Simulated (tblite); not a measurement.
# Geometry relaxation, with input and output: C$_{2}$H$_{6}$OSi (part 3 of 3)

Continued. System: C$_{2}$H$_{6}$OSi. Method: GFN1-xTB, R-SCC (tblite 0.8.0). The geometry comes from this level: GFN2-xTB.

Geometry of the input (Å):
```
C  -0.7511  1.0517  -0.6924
C  -0.1062  -0.3087  -0.6532
O  -0.1229  -1.0568  -1.6044
Si 0.7707  -0.8637  0.9707
H  0.0029  1.8056  -0.4753
H  -1.2033  1.2465  -1.6627
H  -1.5089  1.1041  0.0870
H  0.1164  -2.0870  1.4244
H  0.6285  0.2085  1.9576
H  2.1738  -1.1003  0.6482
```

## Trajectory as extended XYZ, continued
```
10
Properties=species:S:1:pos:R:3:forces:R:3 step=44 energy=-381.02439
C    -0.8661    1.1810   -0.8331   -0.0012   0.0015  -0.0029
C    -0.1200    0.0071   -0.3038   -0.0023  -0.0020  -0.0048
O     0.0802   -0.9964   -1.0244    0.0025   0.0042   0.0044
Si    0.8283   -0.9708    0.9973    0.0027  -0.0026   0.0029
H    -0.2273    2.0621   -0.7681    0.0009   0.0007   0.0002
H    -1.1773    1.0196   -1.8651   -0.0004  -0.0004   0.0025
H    -1.7372    1.3598   -0.2024    0.0003  -0.0024   0.0008
H     0.0707   -2.1752    1.2402   -0.0020   0.0020  -0.0004
H     0.9972   -0.3035    2.2980   -0.0002  -0.0001  -0.0027
H     2.1515   -1.1837    0.4612   -0.0002  -0.0008   0.0000
10
Properties=species:S:1:pos:R:3:forces:R:3 step=45 energy=-381.02439
C    -0.8661    1.1809   -0.8331   -0.0016   0.0007  -0.0030
C    -0.1200    0.0069   -0.3039   -0.0013  -0.0007  -0.0054
O     0.0807   -0.9964   -1.0246    0.0016   0.0048   0.0046
Si    0.8283   -0.9707    0.9973    0.0026  -0.0030   0.0034
H    -0.2275    2.0620   -0.7679    0.0022   0.0007  -0.0004
H    -1.1775    1.0196   -1.8650    0.0001  -0.0005   0.0022
H    -1.7370    1.3597   -0.2022   -0.0017  -0.0025   0.0019
H     0.0702   -2.1748    1.2402   -0.0009   0.0021  -0.0004
H     0.9973   -0.3034    2.2980   -0.0004  -0.0004  -0.0032
H     2.1515   -1.1838    0.4612   -0.0007  -0.0011   0.0004
10
Properties=species:S:1:pos:R:3:forces:R:3 step=46 energy=-381.02439
C    -0.8661    1.1808   -0.8331   -0.0014  -0.0003  -0.0016
C    -0.1200    0.0068   -0.3041    0.0006   0.0011  -0.0034
O     0.0813   -0.9963   -1.0249    0.0007   0.0041   0.0031
Si    0.8283   -0.9707    0.9974    0.0015  -0.0021   0.0024
H    -0.2276    2.0620   -0.7677    0.0027   0.0003  -0.0013
H    -1.1777    1.0196   -1.8650    0.0003  -0.0001   0.0012
H    -1.7369    1.3595   -0.2020   -0.0031  -0.0024   0.0021
H     0.0696   -2.1744    1.2402   -0.0002   0.0014  -0.0002
H     0.9975   -0.3034    2.2980   -0.0006  -0.0003  -0.0028
H     2.1515   -1.1839    0.4612   -0.0005  -0.0017   0.0007
10
Properties=species:S:1:pos:R:3:forces:R:3 step=47 energy=-381.02439
C    -0.8662    1.1808   -0.8331   -0.0007  -0.0008   0.0004
C    -0.1199    0.0068   -0.3042    0.0022   0.0023  -0.0002
O     0.0817   -0.9962   -1.0249    0.0001   0.0025   0.0007
Si    0.8284   -0.9707    0.9974    0.0001  -0.0005   0.0005
H    -0.2276    2.0620   -0.7677    0.0020  -0.0004  -0.0020
H    -1.1778    1.0195   -1.8649    0.0001   0.0005   0.0003
H    -1.7368    1.3593   -0.2019   -0.0032  -0.0021   0.0013
H     0.0692   -2.1741    1.2401   -0.0002   0.0004   0.0001
H     0.9976   -0.3034    2.2979   -0.0005   0.0002  -0.0018
H     2.1515   -1.1839    0.4612    0.0002  -0.0021   0.0007
10
Properties=species:S:1:pos:R:3:forces:R:3 step=48 energy=-381.02439
C    -0.8662    1.1808   -0.8332   -0.0003  -0.0006   0.0018
C    -0.1199    0.0068   -0.3042    0.0029   0.0027   0.0021
O     0.0819   -0.9962   -1.0249   -0.0001   0.0013  -0.0010
Si    0.8284   -0.9707    0.9974   -0.0007   0.0007  -0.0010
H    -0.2276    2.0619   -0.7676    0.0008  -0.0010  -0.0023
H    -1.1779    1.0195   -1.8649   -0.0002   0.0008  -0.0001
H    -1.7368    1.3592   -0.2018   -0.0024  -0.0018   0.0003
H     0.0690   -2.1739    1.2401   -0.0005  -0.0004   0.0003
H     0.9977   -0.3034    2.2979   -0.0004   0.0006  -0.0008
H     2.1514   -1.1840    0.4612    0.0008  -0.0023   0.0005
10
Properties=species:S:1:pos:R:3:forces:R:3 step=49 energy=-381.02439
C    -0.8663    1.1808   -0.8332    0.0001  -0.0001   0.0028
C    -0.1198    0.0069   -0.3042    0.0031   0.0025   0.0036
O     0.0821   -0.9961   -1.0249   -0.0001   0.0002  -0.0023
Si    0.8284   -0.9707    0.9974   -0.0009   0.0014  -0.0021
H    -0.2275    2.0619   -0.7677   -0.0007  -0.0013  -0.0022
H    -1.1779    1.0195   -1.8649   -0.0004   0.0008  -0.0001
H    -1.7369    1.3590   -0.2017   -0.0011  -0.0012  -0.0008
H     0.0688   -2.1738    1.2401   -0.0008  -0.0010   0.0005
H     0.9978   -0.3034    2.2978   -0.0003   0.0011   0.0002
H     2.1514   -1.1841    0.4612    0.0011  -0.0024   0.0004
10
Properties=species:S:1:pos:R:3:forces:R:3 step=50 energy=-381.02440
C    -0.8664    1.1807   -0.8332    0.0003   0.0007   0.0031
C    -0.1197    0.0070   -0.3042    0.0026   0.0019   0.0041
O     0.0824   -0.9959   -1.0249   -0.0001  -0.0006  -0.0032
Si    0.8284   -0.9707    0.9974   -0.0006   0.0014  -0.0026
H    -0.2275    2.0618   -0.7678   -0.0024  -0.0011  -0.0017
H    -1.1781    1.0195   -1.8649   -0.0004   0.0003   0.0001
H    -1.7370    1.3587   -0.2015    0.0006  -0.0004  -0.0017
H     0.0685   -2.1736    1.2401   -0.0008  -0.0013   0.0005
H     0.9979   -0.3034    2.2977   -0.0003   0.0014   0.0010
H     2.1514   -1.1844    0.4613    0.0010  -0.0024   0.0005
10
Properties=species:S:1:pos:R:3:forces:R:3 step=51 energy=-381.02440
C    -0.8665    1.1807   -0.8331    0.0002   0.0013   0.0022
C    -0.1195    0.0072   -0.3043    0.0014   0.0011   0.0028
O     0.0828   -0.9957   -1.0250    0.0000  -0.0008  -0.0032
Si    0.8284   -0.9707    0.9973    0.0003   0.0005  -0.0021
H    -0.2275    2.0618   -0.7679   -0.0033  -0.0002  -0.0008
H    -1.1782    1.0196   -1.8649   -0.0001  -0.0007   0.0006
H    -1.7371    1.3585   -0.2014    0.0017   0.0005  -0.0018
H     0.0682   -2.1733    1.2401   -0.0003  -0.0008   0.0003
H     0.9980   -0.3034    2.2977   -0.0004   0.0015   0.0012
H     2.1515   -1.1847    0.4614    0.0005  -0.0023   0.0007
10
Properties=species:S:1:pos:R:3:forces:R:3 step=52 energy=-381.02440
C    -0.8665    1.1806   -0.8330    0.0000   0.0013   0.0006
C    -0.1193    0.0073   -0.3043    0.0002   0.0005   0.0007
O     0.0832   -0.9955   -1.0251    0.0000  -0.0002  -0.0022
Si    0.8284   -0.9707    0.9973    0.0010  -0.0007  -0.0008
H    -0.2276    2.0617   -0.7680   -0.0030   0.0010   0.0001
H    -1.1784    1.0197   -1.8648    0.0003  -0.0018   0.0008
H    -1.7371    1.3583   -0.2014    0.0016   0.0010  -0.0009
H     0.0678   -2.1732    1.2402    0.0006   0.0000   0.0001
H     0.9981   -0.3033    2.2976   -0.0005   0.0010   0.0006
H     2.1515   -1.1849    0.4615   -0.0002  -0.0023   0.0010
10
Properties=species:S:1:pos:R:3:forces:R:3 step=53 energy=-381.02440
C    -0.8665    1.1806   -0.8330   -0.0001   0.0008  -0.0006
C    -0.1192    0.0073   -0.3043   -0.0004   0.0002  -0.0010
O     0.0833   -0.9954   -1.0252    0.0000   0.0005  -0.0012
Si    0.8284   -0.9707    0.9973    0.0011  -0.0012   0.0003
H    -0.2277    2.0617   -0.7680   -0.0021   0.0020   0.0006
H    -1.1785    1.0197   -1.8647    0.0005  -0.0024   0.0007
H    -1.7371    1.3582   -0.2014    0.0009   0.0011   0.0002
H     0.0676   -2.1731    1.2402    0.0012   0.0007   0.0000
H     0.9981   -0.3032    2.2976   -0.0005   0.0004  -0.0003
H     2.1515   -1.1851    0.4615   -0.0005  -0.0022   0.0013
10
Properties=species:S:1:pos:R:3:forces:R:3 step=54 energy=-381.02440
C    -0.8665    1.1806   -0.8329   -0.0001   0.0001  -0.0015
C    -0.1191    0.0073   -0.3043   -0.0007  -0.0001  -0.0022
O     0.0835   -0.9954   -1.0253   -0.0001   0.0012  -0.0002
Si    0.8285   -0.9707    0.9973    0.0008  -0.0011   0.0012
H    -0.2279    2.0617   -0.7681   -0.0010   0.0028   0.0009
H    -1.1785    1.0197   -1.8647    0.0006  -0.0027   0.0003
H    -1.7371    1.3582   -0.2014    0.0000   0.0010   0.0013
H     0.0674   -2.1730    1.2401    0.0016   0.0011   0.0000
H     0.9981   -0.3031    2.2977   -0.0006  -0.0002  -0.0012
H     2.1516   -1.1853    0.4615   -0.0005  -0.0022   0.0014
10
Properties=species:S:1:pos:R:3:forces:R:3 step=55 energy=-381.02440
C    -0.8665    1.1806   -0.8329    0.0001  -0.0008  -0.0021
C    -0.1190    0.0073   -0.3043   -0.0008  -0.0006  -0.0030
O     0.0838   -0.9952   -1.0254   -0.0001   0.0019   0.0010
Si    0.8286   -0.9707    0.9973   -0.0001  -0.0002   0.0018
H    -0.2281    2.0619   -0.7682    0.0001   0.0035   0.0011
H    -1.1786    1.0196   -1.8646    0.0004  -0.0027  -0.0002
H    -1.7372    1.3581   -0.2013   -0.0009   0.0008   0.0023
H     0.0672   -2.1729    1.2401    0.0018   0.0012   0.0001
H     0.9982   -0.3030    2.2977   -0.0005  -0.0010  -0.0023
H     2.1516   -1.1857    0.4616   -0.0002  -0.0021   0.0013
10
Properties=species:S:1:pos:R:3:forces:R:3 step=56 energy=-381.02440
C    -0.8666    1.1806   -0.8328    0.0005  -0.0017  -0.0022
C    -0.1187    0.0075   -0.3043   -0.0005  -0.0013  -0.0031
O     0.0842   -0.9949   -1.0256   -0.0001   0.0024   0.0021
Si    0.8287   -0.9708    0.9973   -0.0015   0.0016   0.0020
H    -0.2284    2.0621   -0.7683    0.0011   0.0039   0.0012
H    -1.1787    1.0193   -1.8645    0.0001  -0.0023  -0.0010
H    -1.7372    1.3580   -0.2013   -0.0016   0.0005   0.0029
H     0.0669   -2.1726    1.2401    0.0017   0.0008   0.0002
H     0.9982   -0.3029    2.2977   -0.0003  -0.0019  -0.0032
H     2.1516   -1.1863    0.4617    0.0005  -0.0019   0.0012
10
Properties=species:S:1:pos:R:3:forces:R:3 step=57 energy=-381.02440
C    -0.8667    1.1806   -0.8328    0.0010  -0.0022  -0.0014
C    -0.1184    0.0077   -0.3043    0.0001  -0.0020  -0.0022
O     0.0848   -0.9945   -1.0258   -0.0001   0.0024   0.0027
Si    0.8288   -0.9709    0.9973   -0.0028   0.0037   0.0014
H    -0.2289    2.0624   -0.7684    0.0013   0.0034   0.0009
H    -1.1788    1.0190   -1.8643   -0.0003  -0.0014  -0.0017
H    -1.7373    1.3579   -0.2011   -0.0015   0.0001   0.0027
H     0.0665   -2.1723    1.2400    0.0010  -0.0002   0.0004
H     0.9984   -0.3027    2.2976    0.0000  -0.0023  -0.0035
H     2.1517   -1.1872    0.4619    0.0013  -0.0014   0.0008
10
Properties=species:S:1:pos:R:3:forces:R:3 step=58 energy=-381.02441
C    -0.8668    1.1807   -0.8328    0.0012  -0.0017  -0.0002
C    -0.1181    0.0080   -0.3044    0.0006  -0.0020  -0.0007
O     0.0853   -0.9941   -1.0260   -0.0001   0.0015   0.0021
Si    0.8289   -0.9709    0.9972   -0.0029   0.0043   0.0003
H    -0.2293    2.0627   -0.7686    0.0006   0.0021   0.0004
H    -1.1790    1.0187   -1.8642   -0.0006  -0.0003  -0.0017
H    -1.7373    1.3577   -0.2009   -0.0006  -0.0002   0.0015
H     0.0662   -2.1720    1.2401    0.0001  -0.0011   0.0004
H     0.9985   -0.3027    2.2974    0.0003  -0.0018  -0.0024
H     2.1517   -1.1881    0.4622    0.0015  -0.0008   0.0004
10
Properties=species:S:1:pos:R:3:forces:R:3 step=59 energy=-381.02441
C    -0.8669    1.1807   -0.8328    0.0009  -0.0006   0.0006
C    -0.1180    0.0081   -0.3045    0.0008  -0.0012   0.0004
O     0.0856   -0.9939   -1.0260   -0.0002   0.0004   0.0009
Si    0.8289   -0.9708    0.9972   -0.0018   0.0030  -0.0005
H    -0.2295    2.0628   -0.7686   -0.0004   0.0007  -0.0001
H    -1.1791    1.0186   -1.8643   -0.0005   0.0003  -0.0010
H    -1.7374    1.3576   -0.2008    0.0005  -0.0004   0.0002
H     0.0661   -2.1718    1.2401   -0.0006  -0.0014   0.0003
H     0.9985   -0.3027    2.2973    0.0004  -0.0007  -0.0009
H     2.1518   -1.1886    0.4624    0.0009  -0.0001   0.0001
10
Properties=species:S:1:pos:R:3:forces:R:3 step=60 energy=-381.02441
C    -0.8669    1.1807   -0.8328    0.0004   0.0001   0.0005
C    -0.1180    0.0082   -0.3045    0.0005  -0.0004   0.0004
O     0.0857   -0.9939   -1.0260   -0.0003  -0.0001   0.0001
Si    0.8288   -0.9707    0.9971   -0.0006   0.0012  -0.0004
H    -0.2295    2.0629   -0.7686   -0.0007   0.0002  -0.0002
H    -1.1792    1.0186   -1.8643   -0.0002   0.0003  -0.0003
H    -1.7374    1.3576   -0.2007    0.0007  -0.0004  -0.0002
H     0.0661   -2.1718    1.2402   -0.0005  -0.0009   0.0000
H     0.9985   -0.3028    2.2972    0.0004   0.0000   0.0000
H     2.1518   -1.1887    0.4625    0.0003   0.0001   0.0001
```

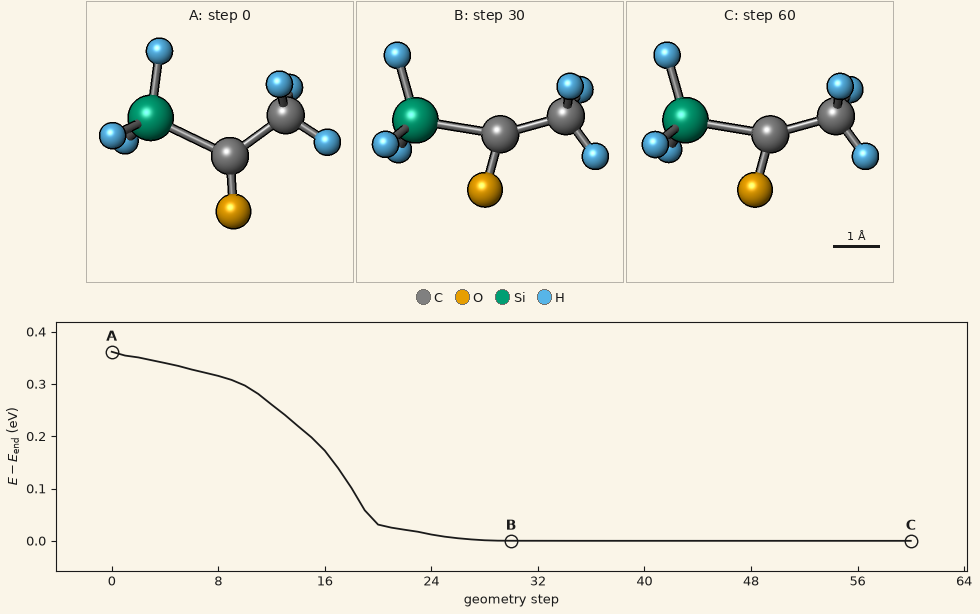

Figure 1. Frames of the relaxation (ball-and-stick view, seen at a tilt) above the curves, on which the letters mark them (steps are counted from 0).

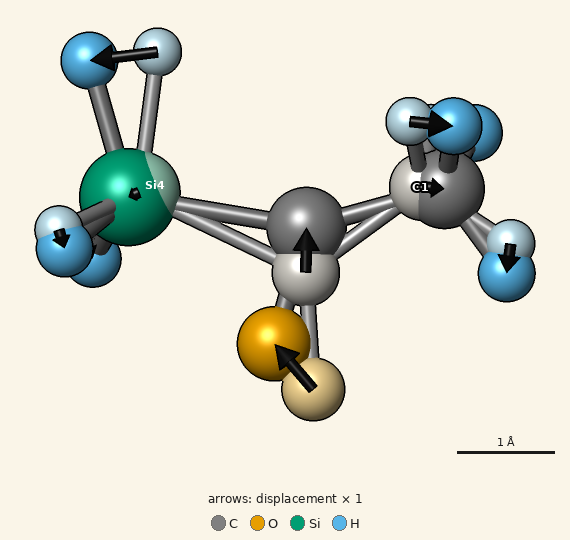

Figure 2. Start (faint) and end (solid) with the displacements as black arrows, at true length (ball-and-stick view, seen at a tilt). The two geometries are laid on each other by the best rigid fit. The energy falls by 0.362 eV in 60 geometry steps. The largest force component goes from 0.88 to 0.0012 eV/Å. The largest move after the best rigid fit is that of H9, 0.71 Å. By element the largest moves are H 0.71 Å, O 0.62 Å, C 0.47 Å, Si 0.12 Å. Distances before and after: C2–Si4 1.927 → 1.884 Å, C2–O3 1.210 → 1.251 Å, C1–C2 1.506 → 1.488 Å, Si4–H10 1.459 → 1.443 Å. Among the angles that change: C1–C2–Si4 118.5° → 155.2°, O3–C2–Si4 119.4° → 84.3°, C2–Si4–H9 108.2° → 115.6°. (Atoms are counted from 1 in the order of the input.)

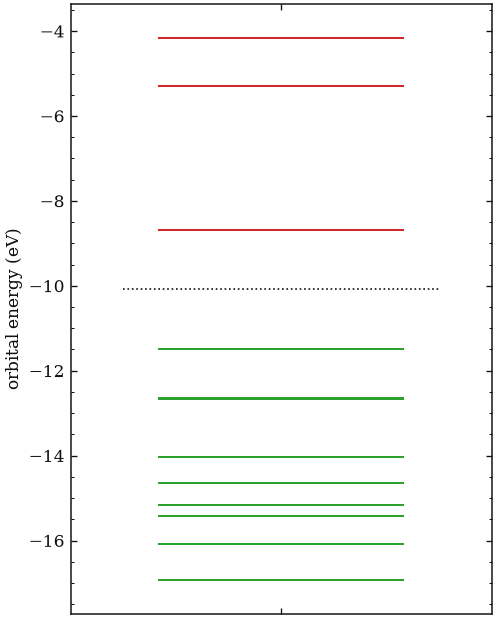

Figure 3. Orbital energies near the frontier; the dotted line parts filled from empty levels, and levels within 0.02 eV of each other stand side by side. Highest filled −11.48 eV, lowest empty −8.68 eV, 2.80 eV apart.

## Results in brief

```json
{"quantity": "outcome", "value": "converged"}
{"quantity": "total energy", "value": "−14.002389 hartree"}
{"quantity": "basis functions", "value": "33"}
{"quantity": "largest force", "value": "0.001 eV/Å"}
{"quantity": "HOMO", "value": "−11.48 eV"}
{"quantity": "LUMO", "value": "−8.68 eV"}
{"quantity": "dipole moment", "value": "3.15 D"}
{"quantity": "hardware", "value": "1 thread of Intel Xeon @ 2.50GHz (Skylake/Cascade Lake), 189 GiB of memory available, shared host"}
{"quantity": "wall time", "value": "3.6 s"}
{"quantity": "peak memory", "value": "0.085 GiB"}
```

## Notes

The record of the run, not the program, notes: bonds changed in the optimisation.
